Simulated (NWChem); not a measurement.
# One shape, several levels: C2H3BrO (acetyl bromide)

Wanted: a comparison of 6 runs (HF/STO-3G, HF/6-31G*, B3LYP/6-31G*, PBE/6-31G*, SVWN5/6-31G*, MP2/6-31G*) of C2H3BrO (acetyl bromide). 

The calculation is run with NWChem 7.3.0.

**1. Starting point**

C2H3BrO: 7 atoms, total charge 0, spin state singlet. SMILES: `CC(=O)Br`. Geometry: relaxed at PBE0-D4/def2-TZVP.

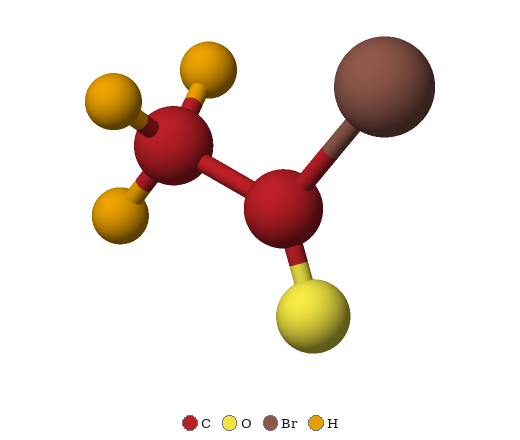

The structure, seen from a chosen angle (carbon red, oxygen yellow, bromine brown, hydrogen amber).

**2. Energy and forces at HF/STO-3G (run 1)**

Input file geom.xyz:

```xyz
7
C2H3BrO hf
C      0.317220     0.588950     0.223620
C     -0.346220    -0.731400     0.032370
O     -0.609500    -1.539260     0.844740
Br    -0.791980    -1.052340    -1.866800
H      0.547050     0.728270     1.279450
H     -0.343270     1.379670    -0.135480
H      1.226720     0.626100    -0.377900
```

Input file geom.nw:

```
start geom
title "C2H3BrO hf"
memory total 2200 mb

geometry units angstrom noautosym nocenter noautoz
  load geom.xyz
end

basis spherical bse
  * library STO-3G
end

scf
  thresh 1e-08
  maxiter 80
end

task scf gradient
```

The run is started by

```
nwchem geom.nw > geom.out
```

The log of the run:

```text
[...]
  functions       =    36
[...]
  wavefunction    = RHF
[...]
         Total SCF energy =  -2695.049415630686
      One-electron energy =  -4224.007835788857
      Two-electron energy =   1299.953824012128
 Nuclear repulsion energy =    229.004596146044
        Time for solution =      3.5s
[...]
                         RHF ENERGY GRADIENTS
    atom               coordinates                        gradient
                 x          y          z           x          y          z
   1 C       0.599459   1.112954   0.422581   -0.016462  -0.033338  -0.003140
   2 C      -0.654261  -1.382146   0.061170    0.007997  -0.008032   0.077270
   3 O      -1.151788  -2.908780   1.596327    0.014164   0.046056  -0.051810
   4 Br     -1.496625  -1.988634  -3.527740   -0.003655  -0.002393  -0.016327
   5 H       1.033775   1.376231   2.417810   -0.000914  -0.003034   0.003538
   6 H      -0.648686   2.607198  -0.256020   -0.002357   0.001228  -0.004488
   7 H       2.318165   1.183157  -0.714127    0.001227  -0.000487  -0.005042
[...]
```

It took 5.4 s on 1 thread of Intel Xeon Platinum 8375C at 2.90GHz (Ice Lake), shared host; peak memory 0.099 GiB.

**3. Energy and gradient at HF/6-31G(d) (spherical functions) (run 2)**

Input file run.nw:

```
start run
memory total 2200 mb
geometry units au noautosym nocenter noautoz
C      0.59945892     1.11295420     0.42258056
C     -0.65426098    -1.38214569     0.06117043
O     -1.15178807    -2.90877983     1.59632725
Br    -1.49662530    -1.98863439    -3.52774073
H      1.03377468     1.37623084     2.41781009
H     -0.64868629     2.60719844    -0.25602010
H      2.31816483     1.18315753    -0.71412750
end
basis spherical bse
* library 6-31G*
end
scf
thresh 1e-08
maxiter 80
noprint "final vectors analysis"
end
task scf gradient
```

The run is started by

```
nwchem run.nw > run.out
```

The log of the run:

```text
[...]
  functions       =    80
[...]
  wavefunction    = RHF
[...]
         Total SCF energy =  -2724.447242953864
      One-electron energy =  -4244.794555509639
      Two-electron energy =   1291.342732895258
 Nuclear repulsion energy =    229.004579660517
        Time for solution =     25.0s
[...]
                         RHF ENERGY GRADIENTS
    atom               coordinates                        gradient
                 x          y          z           x          y          z
   1 C       0.599459   1.112954   0.422581   -0.005375  -0.011063  -0.000478
   2 C      -0.654261  -1.382146   0.061170    0.008682   0.022411  -0.013526
   3 O      -1.151788  -2.908780   1.596327   -0.005651  -0.017713   0.018614
   4 Br     -1.496625  -1.988634  -3.527741    0.000235   0.001439  -0.002984
   5 H       1.033775   1.376231   2.417810    0.001367   0.001028   0.005665
   6 H      -0.648686   2.607198  -0.256020   -0.003443   0.003779  -0.003055
   7 H       2.318165   1.183158  -0.714128    0.004184   0.000120  -0.004236
[...]
```

Wall time 34 s (1 thread of Intel Xeon Platinum 8375C at 2.90GHz (Ice Lake), shared host); peak memory 0.099 GiB.

Runs 3 to 5 aren't shown in full; the table further down has their settings and results.

**4. Energy and forces at MP2/6-31G(d) (spherical functions) (run 6)**

Input file a.xyz:

```xyz
7
C2H3BrO mp2
C      0.317220     0.588950     0.223620
C     -0.346220    -0.731400     0.032370
O     -0.609500    -1.539260     0.844740
Br    -0.791980    -1.052340    -1.866800
H      0.547050     0.728270     1.279450
H     -0.343270     1.379670    -0.135480
H      1.226720     0.626100    -0.377900
```

Input file a.nw:

```
start a
title "C2H3BrO mp2"
memory stack 880 mb heap 220 mb global 1100 mb
charge 0

geometry units angstrom noautosym nocenter noautoz
 load format xyz a.xyz
end

basis spherical bse
 C library 6-31G*
 O library 6-31G*
 Br library 6-31G*
 H library 6-31G*
end

scf
 thresh 1e-08
 maxiter 80
end

mp2
 freeze core 12
 tight
end

task mp2 gradient
```

The run is started by

```
nwchem a.nw > a.out
```

The log of the run:

```text
[...]
  functions       =    80
[...]
  wavefunction    = RHF
[...]
         Total SCF energy =  -2724.447242960046
      One-electron energy =  -4244.794588276753
      Two-electron energy =   1291.342749170663
 Nuclear repulsion energy =    229.004596146044
        Time for solution =     24.6s
[...]
          Total MP2 energy         -2725.130294168643
[...]
                         mp2 ENERGY GRADIENTS
    atom               coordinates                        gradient
                 x          y          z           x          y          z
   1 C       0.599459   1.112954   0.422581   -0.002683  -0.006131   0.001627
   2 C      -0.654261  -1.382146   0.061170   -0.007817  -0.023214   0.021751
   3 O      -1.151788  -2.908780   1.596327    0.009494   0.029396  -0.030121
   4 Br     -1.496625  -1.988634  -3.527740    0.001659   0.000852   0.008124
   5 H       1.033775   1.376231   2.417810   -0.000034   0.000279  -0.001088
   6 H      -0.648686   2.607198  -0.256020    0.000686  -0.001069  -0.000299
   7 H       2.318165   1.183157  -0.714127   -0.001305  -0.000113   0.000006
[...]
```

Run time: 62 s. Hardware: 1 thread of Intel Xeon Platinum 8375C at 2.90GHz (Ice Lake), shared host; peak memory 0.25 GiB.

**5. Overview of the runs**

```tsv
run	level	iteration cap	module	energy (Eh)	dipole moment (D)	HOMO energy (eV)	LUMO energy (eV)	wall time
1	HF/STO-3G	80	scf	-2695.049416	2.32	-8.55	7.28	5.4 s
2	HF/6-31G* (spherical functions)	80	scf	-2724.447243	3.11	–	–	34 s
3	B3LYP/6-31G* (spherical functions)	100	dft	-2727.119419	2.84	-7.81	-1.12	47 s
4	PBE/6-31G* (spherical functions)	100	dft	-2726.528821	2.78	-6.66	-2.00	51 s
5	SVWN5/6-31G* (spherical functions)	100	dft	-2722.283577	2.85	-6.80	-2.21	31 s
6	MP2/6-31G* (spherical functions)	80	mp2	-2725.130294	2.88	-11.42	3.52	62 s
```

**6. Summary of results**

| quantity | value |
| --- | --- |
| run 6: total energy | -2725.13029 Eh |
| run 6: dipole moment (of the density that the program reports) | 2.88 D |
| run 6: HOMO energy (Hartree–Fock orbitals) | -11.42 eV |
| run 6: LUMO energy (Hartree–Fock orbitals) | 3.52 eV |
| run 6: HOMO–LUMO gap (Hartree–Fock orbitals) | 14.94 eV |
| run 6: correlation energy (12 core orbitals frozen) | -683.1 mEh |
| run 6: largest force on an atom | 2.219 eV/Å |

In words: The dipole moment (its size) runs from 2.32 D (HF/STO-3G) to 3.11 D (HF/6-31G*). Over runs 1, 3, 4, 5 the HOMO–LUMO gap runs from 4.59 eV (SVWN5/6-31G*) to 15.83 eV (HF/STO-3G). The two ends differ in method and basis. Totals of different functionals can't be ranked against each other. In run 1 the basis is minimal, so the values are rough. All runs together took 3.8 min, the longest 62 s.
